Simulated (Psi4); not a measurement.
# M06-L/def2-TZVPP (density fitting, core potential, sweep point 4) run of C2H6FIn (SMILES C[CH](F)[InH2])

What is the vertical ionisation energy of C2H6FIn at M06-L/def2-TZVPP (density fitting, core potential, sweep point 4)? Input form: a Python script.

The calculation is run with Psi4 1.11.

## 1. The system as given

The species is C2H6FIn (10 atoms), meant as a singlet with charge 0. SMILES: `C[CH](F)[InH2]`. Geometry: relaxed at PBE0-D4/def2-TZVP.

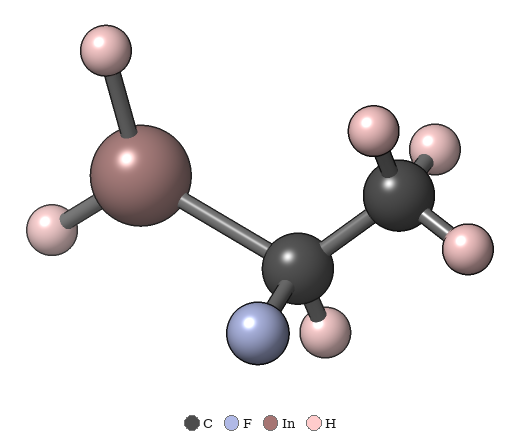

The structure, seen from a chosen angle (carbon dark grey, fluorine light blue, indium brown, hydrogen pink).

## 2. A single-point energy at M06-L/def2-TZVPP (density fitting, core potential, sweep point 4)

Input file run.py:

```python
import psi4

psi4.set_memory(1600000000)
psi4.set_num_threads(1)
psi4.core.set_output_file('c2h6fin.out', False)

geom = psi4.geometry("""
C     -0.140800     1.253600    -0.575200
C      0.633800     0.180000     0.137200
F      0.870200     0.597100     1.467800
In    -0.385200    -1.745500     0.423800
H      0.391300     2.210500    -0.541500
H     -1.131900     1.397600    -0.139100
H     -0.271900     0.979300    -1.626600
H      1.621200     0.055100    -0.315800
H     -2.079900    -1.696200     0.762700
H      0.493100    -3.231500     0.406600
symmetry c1
""")

psi4.set_options({
    'basis': 'def2-TZVPP',
    'puream': True,
    'scf_type': 'df',
    'dft_radial_points': 99,
    'dft_spherical_points': 590,
})

e = psi4.energy('m06-l')
print('E =', round(e, 9))
```

On the command line:

```console
python run.py
```

c2h6fin.out:

```text
[...]
    !!!  WARNING: ECP capability is in beta. Please check occupations closely.  !!!
[...]
  Running in c1 symmetry.
[...]
  Nuclear repulsion =  190.900305887032346
[...]
  Multiplicity = 1
[...]
  Nalpha       = 24
  Nbeta        = 24
[...]
    Number of basis functions: 227
[...]
   @DF-RKS iter   1:  -369.45610382922456   -7.43231e-01   4.37093e-03 ADIIS/DIIS
[...]
   @DF-RKS iter  10:  -369.93851712899038   -6.04003e-08   5.31289e-07 DIIS
[...]
    Orbital Energies [Eh]
    ---------------------
    Doubly Occupied:
       1A    -24.472416     2A    -10.107422     3A    -10.047676
       4A     -4.576677     5A     -3.003844     6A     -2.987376
       7A     -2.987022     8A     -1.154860     9A     -0.727075
      10A     -0.711063    11A     -0.705431    12A     -0.704827
      13A     -0.700048    14A     -0.694105    15A     -0.570698
      16A     -0.449730    17A     -0.427978    18A     -0.408311
      19A     -0.367327    20A     -0.357607    21A     -0.345889
      22A     -0.298541    23A     -0.263438    24A     -0.216882
[...]
  @DF-RKS Final Energy:  -369.93851712899038
   => Energetics <=
    Nuclear Repulsion Energy =            190.9003058870323457
    One-Electron Energy =                -960.9045600322692735
    Two-Electron Energy =                 440.5213864285825025
    DFT Exchange-Correlation Energy =     -40.4556494123359656
    Empirical Dispersion Energy =           0.0000000000000000
    VV10 Nonlocal Energy =                  0.0000000000000000
    Total Energy =                       -369.9385171289903838
[...]
 Multipole Moments:
 ------------------------------------------------------------------------------------
     Multipole            Electronic (a.u.)      Nuclear  (a.u.)        Total (a.u.)
 ------------------------------------------------------------------------------------
 L = 1.  Multiply by 2.5417464519 to convert [e a0] to [Debye]
 Dipole X            :        -15.9097144           15.8684923           -0.0412221
 Dipole Y            :        -51.9643076           51.9318462           -0.0324614
 Dipole Z            :          3.9209963           -4.5829007           -0.6619044
 Magnitude           :                                                    0.6639808
[...]
```

The script printed:

```text
E = -369.938517129
```

It took 3.7 min on 1 thread of Intel Xeon Platinum 8259CL at 2.50GHz (Skylake/Cascade Lake), shared host; peak memory 1.4 GiB.

## 3. The doublet cation, same level

Input file c2h6fin.py:

```python
import psi4

psi4.set_memory('1600 MB')
psi4.set_num_threads(1)
psi4.set_output_file('run.log', False)

molecule = psi4.geometry("""
1 2
C     -0.140800     1.253600    -0.575200
C      0.633800     0.180000     0.137200
F      0.870200     0.597100     1.467800
In    -0.385200    -1.745500     0.423800
H      0.391300     2.210500    -0.541500
H     -1.131900     1.397600    -0.139100
H     -0.271900     0.979300    -1.626600
H      1.621200     0.055100    -0.315800
H     -2.079900    -1.696200     0.762700
H      0.493100    -3.231500     0.406600
units angstrom
symmetry c1
""")

psi4.set_options({
    'basis': 'def2-TZVPP',
    'reference': 'uks',
    'puream': True,
    'scf_type': 'df',
    'dft_radial_points': 99,
    'dft_spherical_points': 590,
    'maxiter': 100,
})

e_tot, wfn = psi4.energy("M06-L", molecule=molecule, return_wfn=True)
print(f'M06-L energy: {e_tot:.10f} Eh')
```

On the command line:

```console
python c2h6fin.py
```

run.log:

```text
[...]
    !!!  WARNING: ECP capability is in beta. Please check occupations closely.  !!!
[...]
  Running in c1 symmetry.
[...]
  Nuclear repulsion =  190.900305887032346
[...]
  Multiplicity = 2
[...]
  Nalpha       = 24
  Nbeta        = 23
[...]
    Number of basis functions: 227
[...]
   @DF-UKS iter   1:  -369.20239182887588   -4.89519e-01   4.13845e-03 ADIIS/DIIS
[...]
   @DF-UKS iter  11:  -369.61489943309391   -1.34048e-07   9.14832e-07 DIIS
[...]
   @S^2 Observed:                7.542692764E-01
[...]
    Orbital Energies [Eh]
    ---------------------
    Alpha Occupied:
       1A    -24.731135     2A    -10.383643     3A    -10.257704
       4A     -4.810230     5A     -3.234231     6A     -3.226617
       7A     -3.217688     8A     -1.404393     9A     -0.969437
      10A     -0.941343    11A     -0.938706    12A     -0.935610
      13A     -0.932127    14A     -0.927294    15A     -0.807188
      16A     -0.693603    17A     -0.674101    18A     -0.642592
      19A     -0.583219    20A     -0.576666    21A     -0.558668
      22A     -0.534053    23A     -0.475769    24A     -0.470329
    Alpha Virtual:
      25A     -0.271977    26A     -0.224540    27A     -0.147509
[...]
  @DF-UKS Final Energy:  -369.61489943309391
   => Energetics <=
    Nuclear Repulsion Energy =            190.9003058870323457
    One-Electron Energy =                -949.8218002778194204
    Two-Electron Energy =                 429.4387689340683210
    DFT Exchange-Correlation Energy =     -40.1321739763751566
    Empirical Dispersion Energy =           0.0000000000000000
    VV10 Nonlocal Energy =                  0.0000000000000000
    Total Energy =                       -369.6148994330939104
[...]
 Multipole Moments:
 ------------------------------------------------------------------------------------
     Multipole            Electronic (a.u.)      Nuclear  (a.u.)        Total (a.u.)
 ------------------------------------------------------------------------------------
 L = 1.  Multiply by 2.5417464519 to convert [e a0] to [Debye]
 Dipole X            :        -15.6452870           15.8684923            0.2232052
 Dipole Y            :        -51.1038209           51.9318462            0.8280253
 Dipole Z            :          3.6181962           -4.5829007           -0.9647045
 Magnitude           :                                                    1.2907755
[...]
```

Standard output:

```text
M06-L energy: -369.6148994331 Eh
```

Wall time 5.4 min (1 thread of Intel Xeon Platinum 8259CL at 2.50GHz (Skylake/Cascade Lake), shared host); peak memory 1.4 GiB.

## 4. Results

Level: M06-L/def2-TZVPP (density fitting, core potential, sweep point 4).

| quantity | value |
| --- | --- |
| singlet C2H6FIn: total energy | -369.93852 Eh |
| singlet C2H6FIn: dipole moment | 1.69 D |
| singlet C2H6FIn: HOMO energy | -5.90 eV |
| singlet C2H6FIn: LUMO energy | -2.06 eV |
| singlet C2H6FIn: HOMO–LUMO gap | 3.85 eV |
| doublet cation: total energy | -369.61490 Eh |
| doublet cation: HOMO energy (highest over α and β) | -12.52 eV |
| doublet cation: LUMO energy (lowest over α and β) | -11.58 eV |
| doublet cation: ⟨S²⟩ | 0.754 |
| vertical ionisation energy (to the doublet cation) | 8.806 eV |

**Reading.** Removing an electron at fixed nuclei costs 8.81 eV (850 kJ/mol). The negative HOMO energy of the first species, 5.90 eV, lies 2.90 eV below that difference.
